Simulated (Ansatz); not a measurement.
# ClFH2Si···HBr: what the fields show

Input

```
crystal:
  periodic: [false, false, false]
  atoms:
    - {symbol: Si, position_ang: [-0.604133, 0.392577, -0.596790]}
    - {symbol: Br, position_ang: [2.160534, -0.360752, 1.926001]}
    - {symbol: H, position_ang: [0.648590, 0.804766, -1.254046]}
    - {symbol: H, position_ang: [-0.944219, 1.171758, 0.606720]}
    - {symbol: Cl, position_ang: [-2.131925, 0.544825, -1.934424]}
    - {symbol: H, position_ang: [1.339023, -1.410925, 1.429802]}
    - {symbol: F, position_ang: [-0.467670, -1.142350, -0.177263]}
basis:
  gaussian: {orbitals: def2-TZVPP}
hamiltonian: {xc: pbe0, dispersion: d4}
output: {orbitals: {seedname: orbitals}}
```

Run with:

```sh
ansatz run in.yaml --threads 4 --pin off --events-out ev --progress --plain --max-ram 9574MiB
```

The product side of a reaction path; geometry: PBE0-D4/def2-TZVP.

These are results of RKS PBE0-D4/def2-TZVPP in Ansatz, not measurements.

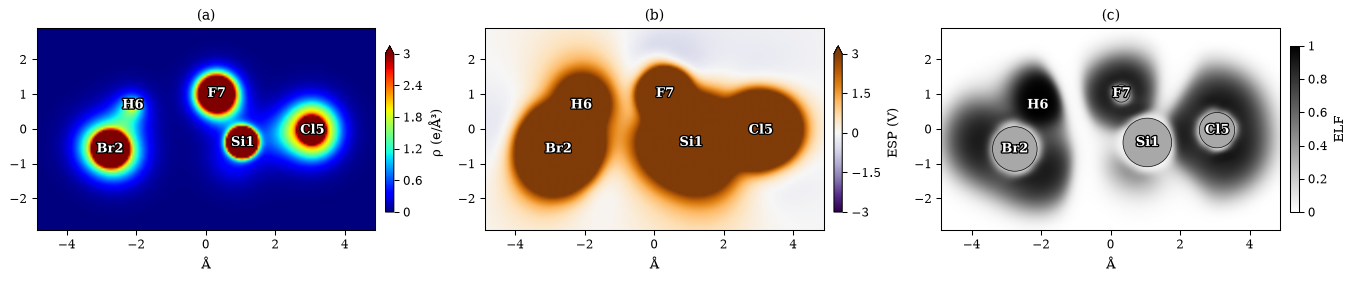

Figure 1. (a) electron density; (b) molecular electrostatic potential; (c) ELF on the plane of atoms Cl5, Si1 and F7. Grey discs cover the atomic cores in the ELF map.

Q: What do the fields say about this system?

A:
- The section cuts through Si, Br, Cl, H and F sites.
- F7···H6 (2.43 Å): the density falls to about 0.06 e/Å³ on the way; the ELF dips to about 0 between them: a non-bonded, intermolecular contact.
- Si–F (1.60 Å): ρ at the midpoint is about 1.2 e/Å³; the ELF peaks at about 0.85 in the valence shell of F, 0.6 Å from its nucleus, and is about 0.40 at the midpoint.
- Si–Cl (2.04 Å): the density is about 0.94 e/Å³ at the midpoint; the ELF peaks at about 0.85 between the atoms (a polar covalent bond).
- Br–H (1.42 Å): the density is about 1.6 e/Å³ at the midpoint; the ELF climbs to about 1 towards the hydrogen, as it does in any bond to H.
- The ELF also peaks beside Br2, Cl5 and F7, away from the bonds: lone-pair regions.
- Outside the dense part of the complex the potential is most negative (−0.6 V) near F7.

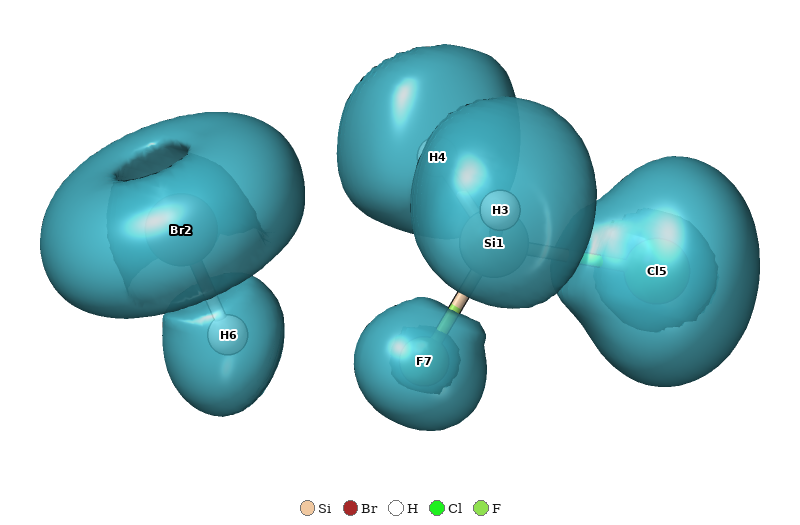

Figure 2. Isosurface of the electron localisation function at 0.75 (cyan), seen at a tilt. Only the valence region is drawn (cores and ρ < 0.01 e/Å³ removed).

Q: Describe the localisation domains.

A: At this value the surface marks out three regions around hydrogen nuclei, one region on Cl in which the atom's valence shell and bonds are merged, one ring or bowl of non-bonding electrons around Br and one region wrapped around F (its lone pairs, merged into a ring or cap).

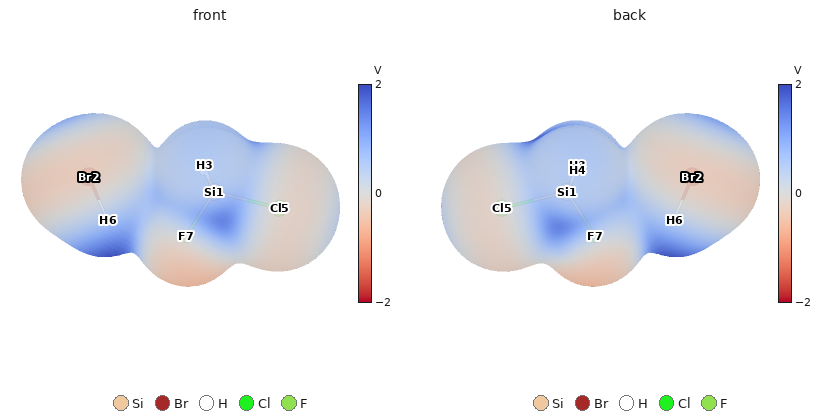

Figure 3. The molecular electrostatic potential painted on the density surface at 0.002 e/bohr³, seen from the front and from behind; the colour scale runs from red (negative) to blue (positive).

Q: Describe the electrostatic potential map.

A: The most negative region (about −0.5 V, or −12 kcal/mol for a unit charge) lies over F7, the most positive (about +1.8 V, or +42 kcal/mol for a unit charge) over Si1 and H6. Br2 shows a σ-hole: about +1.0 V, or +23 kcal/mol for a unit charge at the tip opposite its bond, against about −0.1 V on its flanks. Cl5 shows a σ-hole: about +0.3 V, or +7 kcal/mol for a unit charge at the tip opposite its bond, against about −0.1 V on its flanks.
